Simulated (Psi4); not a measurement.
# SnH3O2 (SMILES [OH][SnH][OH]) at U-r2SCAN/def2-SVPD (core potential)

Aim: the vertical electron affinity of SnH3O2 at U-r2SCAN/def2-SVPD (core potential), from 2 runs. 

Program for the calculation: Psi4 1.11.

1 further run of the same task is left out (set aside as unsound or not needed).

### 1 The system as given

The species is SnH3O2 (6 atoms), meant as a doublet with charge 0. As SMILES, `[OH][SnH][OH]`. The shape is that of a PBE0-D4/def2-TZVP optimisation. This is one conformer, not always the lowest.

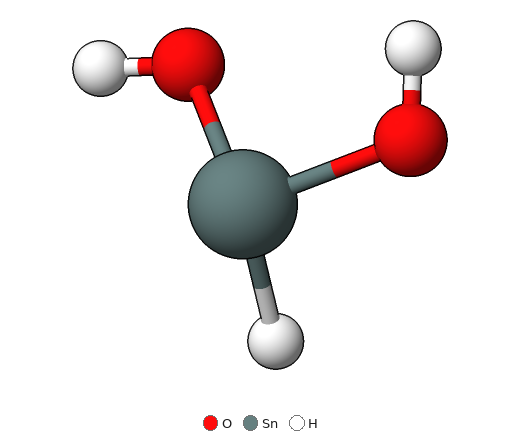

The structure, seen from a chosen angle (oxygen red, tin teal, hydrogen white).

### 2 Energy and gradient at U-r2SCAN/def2-SVPD (core potential)

Input file input.json:

```json
{
  "schema_name": "qcschema_input",
  "schema_version": 1,
  "molecule": {
    "schema_name": "qcschema_molecule",
    "schema_version": 2,
    "symbols": ["O", "Sn", "O", "H", "H", "H"],
    "geometry": [-2.35894512, -1.29389548, -0.44106208, 0.78801579, 0.57164215, -1.20866883, 2.67188377, -0.07237651, 1.92128455, -3.49977278, -1.48041145, -1.83983735, 0.24301878, 3.8287741, -1.17975602, 2.23497909, -1.67429735, 2.66092336],
    "molecular_charge": 0,
    "molecular_multiplicity": 2,
    "fix_symmetry": "c1",
    "fix_com": true,
    "fix_orientation": true
  },
  "driver": "gradient",
  "model": {
    "method": "r2scan",
    "basis": "def2-SVPD"
  },
  "keywords": {
    "reference": "uks",
    "puream": true,
    "e_convergence": 1e-09,
    "d_convergence": 1e-08,
    "scf_type": "pk",
    "dft_radial_points": 99,
    "dft_spherical_points": 590,
    "maxiter": 100
  }
}
```

On the command line:

```sh
$ psi4 --qcschema input.json -n 1 --memory 2200MB
```

stdout:

```text
[...]
    !!!  WARNING: ECP capability is in beta. Please check occupations closely.  !!!
[...]
  Running in c1 symmetry.
[...]
  Nuclear repulsion =  136.297544404421785
[...]
  Multiplicity = 2
[...]
  Nalpha       = 21
  Nbeta        = 20
[...]
    Number of basis functions: 102
[...]
   @UKS iter   1:  -365.88272710392971   -9.15551e-01   1.12855e-02 ADIIS/DIIS
[...]
   @UKS iter  14:  -366.44392064188031   -9.32232e-12   5.94763e-09 DIIS
[...]
   @S^2 Observed:                7.563158035E-01
[...]
    Orbital Energies [Eh]
    ---------------------
    Alpha Occupied:
       1A    -18.969723     2A    -18.965750     3A     -5.062902
       4A     -3.403421     5A     -3.402461     6A     -3.400318
       7A     -1.014300     8A     -1.002477     9A     -0.989990
      10A     -0.988569    11A     -0.988052    12A     -0.923043
      13A     -0.899719    14A     -0.505270    15A     -0.441927
      16A     -0.390754    17A     -0.332550    18A     -0.313963
      19A     -0.291137    20A     -0.281600    21A     -0.209224
    Alpha Virtual:
      22A     -0.035499    23A     -0.017090    24A      0.012317
      25A      0.036017    26A      0.071643    27A      0.089548
[...]
  @UKS Final Energy:  -366.44392064188031
   => Energetics <=
    Nuclear Repulsion Energy =            136.2975444044217852
    One-Electron Energy =                -857.0731500827008631
    Two-Electron Energy =                 390.6950317011998095
    DFT Exchange-Correlation Energy =     -36.3633466648009716
    Empirical Dispersion Energy =           0.0000000000000000
    VV10 Nonlocal Energy =                  0.0000000000000000
    Total Energy =                       -366.4439206418803110
[...]
 Multipole Moments:
 ------------------------------------------------------------------------------------
     Multipole            Electronic (a.u.)      Nuclear  (a.u.)        Total (a.u.)
 ------------------------------------------------------------------------------------
 L = 1.  Multiply by 2.5417464519 to convert [e a0] to [Debye]
 Dipole X            :        -19.0429092           18.8180817           -0.2248275
 Dipole Y            :         -2.4229327            2.3200167           -0.1029160
 Dipole Z            :         14.2017018          -15.1076045           -0.9059027
 Magnitude           :                                                    0.9390414
[...]
  -Total Gradient:
     Atom            X                  Y                   Z
    ------   -----------------  -----------------  -----------------
       1        0.009035699891     0.006557833448    -0.006870410303
       2       -0.006439407826    -0.008519506583     0.018893420403
       3       -0.007876373967    -0.001414708611    -0.011624822830
       4        0.004178970743     0.001148957103     0.003188529809
       5        0.000479359746    -0.002511948838    -0.000693628949
       6        0.000553554894     0.004710174748    -0.002981130524
[...]
```

The result, in JSON:

```text
{
 "driver": "gradient",
 "model": {
  "method": "r2scan",
  "basis": "def2-SVPD"
 },
 "success": true,
 "return_result": [0.00903569989055003, 0.006557833447986194, -0.0068704103032643515, -0.006439407825829344, -0.008519506582734968, 0.018893420403160346, -0.007876373966767228, -0.0014147086105407158, -0.011624822829807743, 0.004178970742545085, 0.001148957103425427, 0.0031885298090505443, 0.0004793597457741633, -0.0025119488383857635, -0.0006936289491938242, 0.0005535548944159141, 0.004710174747551921, -0.002981130523891984],
 "properties": {
  "calcinfo_nbasis": 102,
  "calcinfo_nmo": 102,
  "calcinfo_nalpha": 21,
  "calcinfo_nbeta": 20,
  "calcinfo_natom": 6,
  "nuclear_repulsion_energy": 136.29754440442179,
  "return_energy": -366.4439206418803,
  "return_gradient": [0.00903569989055003, 0.006557833447986194, -0.0068704103032643515, -0.006439407825829344, -0.008519506582734968, 0.018893420403160346, -0.007876373966767228, -0.0014147086105407158, -0.011624822829807743, 0.004178970742545085, 0.001148957103425427, 0.0031885298090505443, 0.0004793597457741633, -0.0025119488383857635, -0.0006936289491938242, 0.0005535548944159141, 0.004710174747551921, -0.002981130523891984],
  "scf_one_electron_energy": -857.0731500827009,
  "scf_two_electron_energy": 390.6950317011998,
  "scf_xc_energy": -36.36334666480097,
  "scf_dipole_moment": [-0.22482754196660082, -0.10291599446686694, -0.9059026631803988],
  "scf_total_energy": -366.4439206418803,
  "scf_total_gradient": [0.00903569989055003, 0.006557833447986194, -0.0068704103032643515, -0.006439407825829344, -0.008519506582734968, 0.018893420403160346, -0.007876373966767228, -0.0014147086105407158, -0.011624822829807743, 0.004178970742545085, 0.001148957103425427, 0.0031885298090505443, 0.0004793597457741633, -0.0025119488383857635, -0.0006936289491938242, 0.0005535548944159141, 0.004710174747551921, -0.002981130523891984],
  "scf_iterations": 14
 }
}
```

Wall time 45 s (1 thread of Intel Xeon 6975P-C (Granite Rapids), shared host); peak memory 1.2 GiB.

### 3 The singlet anion: the energy at r2SCAN/def2-SVPD (core potential)

Input file h3o2sn.inp:

```
memory 2200 MB

molecule {
  -1 1
  O     -1.248300    -0.684700    -0.233400
  Sn     0.417000     0.302500    -0.639600
  O      1.413900    -0.038300     1.016700
  H     -1.852000    -0.783400    -0.973600
  H      0.128600     2.026100    -0.624300
  H      1.182700    -0.886000     1.408100
  units angstrom
  symmetry c1
  no_reorient
  no_com
}

set puream true
set e_convergence 1e-09
set d_convergence 1e-08
set scf_type pk
set dft_radial_points 99
set dft_spherical_points 590

result, w = energy("r2scan/def2-SVPD", return_wfn=True)
oeprop(w, "MAYER_INDICES", "LOWDIN_CHARGES", "QUADRUPOLE", title="R2SCAN")
print_variables()
```

On the command line:

```sh
$ psi4 -n 1 h3o2sn.inp h3o2sn.out
```

h3o2sn.out:

```text
[...]
    !!!  WARNING: ECP capability is in beta. Please check occupations closely.  !!!
[...]
  Running in c1 symmetry.
[...]
  Nuclear repulsion =  136.297544318308439
[...]
  Multiplicity = 1
[...]
  Nalpha       = 21
  Nbeta        = 21
[...]
    Number of basis functions: 102
[...]
   @RKS iter   1:  -365.77298067565056   -8.01153e-01   1.22846e-02 ADIIS/DIIS
[...]
   @RKS iter  14:  -366.49919165445885   -9.09495e-13   1.47804e-09 DIIS
[...]
    Orbital Energies [Eh]
    ---------------------
    Doubly Occupied:
       1A    -18.756819     2A    -18.756623     3A     -4.814656
       4A     -3.156236     5A     -3.154263     6A     -3.150273
       7A     -0.778338     8A     -0.762507     9A     -0.742034
      10A     -0.739433    11A     -0.738465    12A     -0.705085
      13A     -0.683498    14A     -0.288801    15A     -0.239379
      16A     -0.171349    17A     -0.115796    18A     -0.103655
      19A     -0.085396    20A     -0.076374    21A      0.039287
[...]
  @RKS Final Energy:  -366.49919165445885
   => Energetics <=
    Nuclear Repulsion Energy =            136.2975443183084394
    One-Electron Energy =                -866.2935436297701699
    Two-Electron Energy =                 400.1023630868020291
    DFT Exchange-Correlation Energy =     -36.6055554297992387
    Empirical Dispersion Energy =           0.0000000000000000
    VV10 Nonlocal Energy =                  0.0000000000000000
    Total Energy =                       -366.4991916544588548
[...]
 Multipole Moments:
 ------------------------------------------------------------------------------------
     Multipole            Electronic (a.u.)      Nuclear  (a.u.)        Total (a.u.)
 ------------------------------------------------------------------------------------
 L = 1.  Multiply by 2.5417464519 to convert [e a0] to [Debye]
 Dipole X            :        -19.8149463           18.8180817           -0.9968646
 Dipole Y            :         -2.8562678            2.3200168           -0.5362510
 Dipole Z            :         15.6629852          -15.1076045            0.5553807
 Magnitude           :                                                    1.2608536
 L = 2.  Multiply by 1.3450342976 to convert [e a0^2] to [Debye ang]
 Quadrupole XX       :       -169.1824040          132.5925945          -36.5898095
 Quadrupole XY       :        -36.3749491           35.1505096           -1.2244395
[...]
```

It took 26 s on 1 thread of Intel Xeon 6975P-C (Granite Rapids), shared host; peak memory 1.2 GiB.

### 4 Summary of results

Level: U-r2SCAN/def2-SVPD (core potential).

| quantity | value |
| --- | --- |
| doublet SnH3O2: total energy | -366.44392 Eh |
| doublet SnH3O2: dipole moment | 2.39 D |
| doublet SnH3O2: HOMO energy (highest over α and β) | -5.69 eV |
| doublet SnH3O2: LUMO energy (lowest over α and β) | -4.04 eV |
| doublet SnH3O2: ⟨S²⟩ | 0.756 |
| doublet SnH3O2: largest force on an atom | 1.116 eV/Å |
| singlet anion: total energy | -366.49919 Eh |
| singlet anion: HOMO energy | 1.07 eV |
| singlet anion: LUMO energy | 4.07 eV |
| singlet anion: HOMO–LUMO gap (to an unbound level, set by the basis) | 3.00 eV |
| vertical electron affinity (to the singlet anion) | 1.504 eV |

**Reading.** At fixed nuclei the extra electron is bound by 1.50 eV (145 kJ/mol). The largest force (doublet SnH3O2) is 1.12 eV/Å: the shape isn't a stationary point for this species at this level. The HOMO (singlet anion) lies at positive energy, 1.07 eV, as semi-local functionals often give for anions; only total energies tell whether the electron is bound.
